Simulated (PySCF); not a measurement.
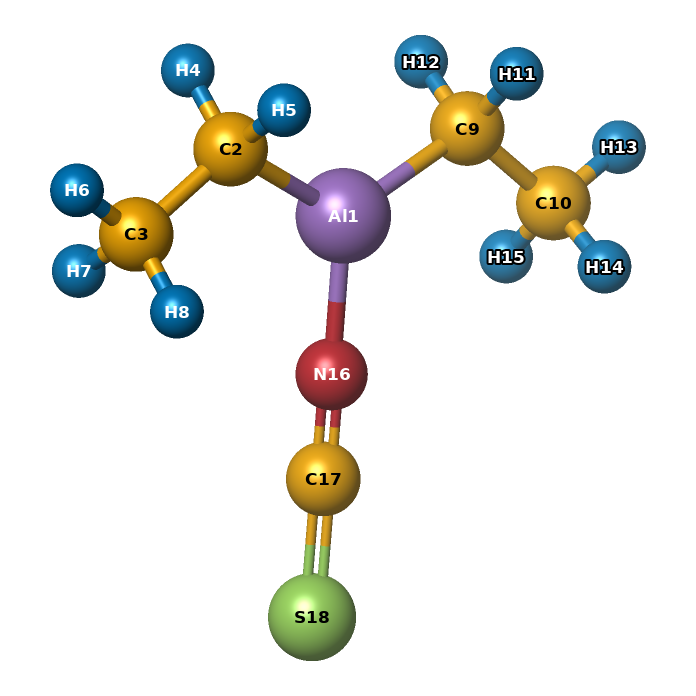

The computed structure is the end point of a PBE0-D3(BJ)/def2-SVP optimisation. No frequency run is at hand to confirm it as a minimum. Level of theory: delta-SCF UKS SCAN, pcX-2 on the ionised atom (unc-x2c-TZVPall on a metal), pcseg-1 elsewhere, spin-free X2C (PySCF 2.14.0).

Give the core-electron binding energies (to vacuum; p and d levels without spin–orbit splitting) of Al1 1s, Al1 2p, C2 1s, C3 1s, N16 1s, C17 1s, S18 1s, S18 2p.

```tsv
atom	level	binding energy (eV)
Al1	1s	1566.6
Al1	2p	80.2
C2	1s	289.8
C3	1s	290.6
N16	1s	404.5
C17	1s	292.8
S18	1s	2476.8
S18	2p	169.4
```
